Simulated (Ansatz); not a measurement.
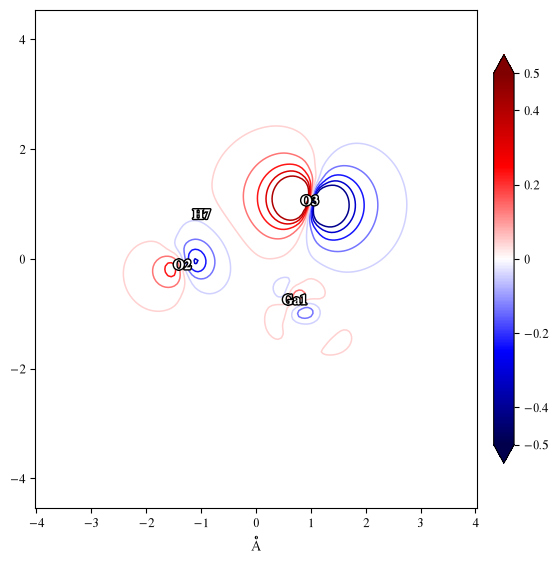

GaH₅O₃. The HOMO on the plane of atoms Ga1, O2 and H7 (values in Å⁻³ᐟ²; the overall sign is arbitrary).

The product side of a reaction path; geometry: PBE0-D4/def2-TZVP.

Level of theory: RKS PBE0-D4/def2-TZVPP (Ansatz).

Input

```
crystal:
  periodic: [false, false, false]
  atoms:
    - {symbol: Ga, position_ang: [-0.402952, -0.073999, 0.540784]}
    - {symbol: O, position_ang: [0.384304, 1.069496, -1.110602]}
    - {symbol: O, position_ang: [1.366469, -0.484551, 0.729536]}
    - {symbol: O, position_ang: [-1.268011, -1.466269, -0.192174]}
    - {symbol: H, position_ang: [0.415339, 2.022600, -0.980713]}
    - {symbol: H, position_ang: [-1.073646, 1.041349, 1.396848]}
    - {symbol: H, position_ang: [1.263774, 0.715307, -0.873465]}
    - {symbol: H, position_ang: [1.537981, -1.425614, 0.658354]}
    - {symbol: H, position_ang: [-2.223255, -1.398419, -0.168669]}
basis:
  gaussian: {orbitals: def2-TZVPP}
hamiltonian: {xc: pbe0, dispersion: d4}
output: {orbitals: {seedname: orbitals}}
```

Run with:

```sh
ansatz run in.yaml --threads 4 --pin off --events-out ev --progress --plain --max-ram 9574MiB
```

Question: Where does this orbital lie, and at what energy?

Answer: It lies mainly on O3 (about 45 %), O4 (about 30 %), Ga1 (about 10 %) and H6 (about 10 %); largely a combination of lone pairs on O3 and O4. Its energy is −8.17 eV.
